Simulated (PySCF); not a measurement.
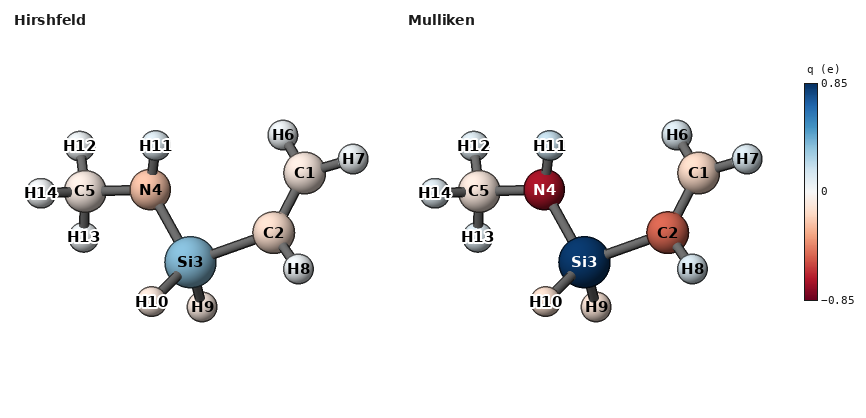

Atomic charges of one calculation by 2 schemes, on one colour scale. The geometry was computed by an optimisation with GFN2-xTB. No frequency run is at hand to confirm it as a minimum. Computed with PBE0/pcSseg-1 (PySCF 2.14.0).

### Which scheme gives the most polar picture (largest mean size of the charges)?

The Mulliken charges are the largest in size here.

### On which atom do the schemes disagree most?

On Si3 (from 0.36 to 0.81 e); N4 (from −0.69 to −0.24 e).

List the charges (e), one line for each set of equivalent atoms.

| atom | Hirshfeld | Mulliken |
| --- | --- | --- |
| C1 | −0.08 | −0.16 |
| C2 | −0.14 | −0.49 |
| Si3 | 0.36 | 0.81 |
| N4 | −0.24 | −0.69 |
| C5 | −0.07 | −0.09 |
| H6 | 0.04 | 0.11 |
| H7 | 0.05 | 0.12 |
| H8 | 0.04 | 0.13 |
| H9 | −0.09 | −0.11 |
| H10 | −0.10 | −0.14 |
| H11 | 0.11 | 0.19 |
| H12 | 0.04 | 0.11 |
| H13 | 0.05 | 0.11 |
| H14 | 0.03 | 0.10 |

The geometry is semi-empirical. Around Si such bond lengths and angles can be off by a tenth of an ångström or more and by several degrees, and values that hang on the shape move with them.
